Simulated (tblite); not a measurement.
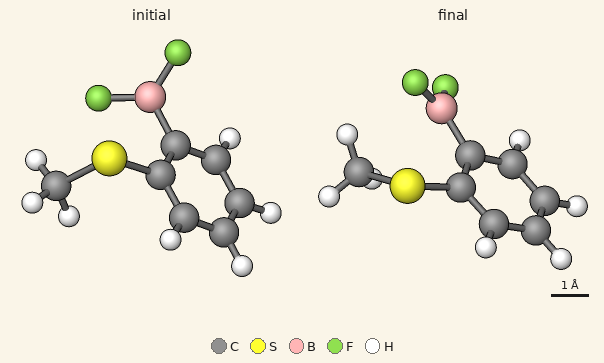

The structure of C₇H₇BF₂S before (left) and after (right) a relaxation, at one scale.

The picture is a ball-and-stick view, seen at a tilt.

Computed with GFN2-xTB geometry optimisation, gas phase in tblite. 

Q: What changed between the two?

A: An F atom moves most after the best rigid fit: 1.87 Å. By element the largest moves are F 1.87 Å, H 1.20 Å, S 0.77 Å, C 0.47 Å, B 0.45 Å. Near-neighbour distances that change, for instance: B–F 1.457 → 1.324 Å, B–F 1.434 → 1.321 Å, C–H 1.125 → 1.085 Å, C–S 1.793 → 1.768 Å. Bond angles that change, for instance: F–B–F 124.2° → 112.9°, C–B–F 117.8° → 125.8°, C–B–F 115.9° → 121.1°. Groups turn about B–C by about 85°, C–S by about 50°. The energy falls by 1.011 eV in 225 geometry steps.
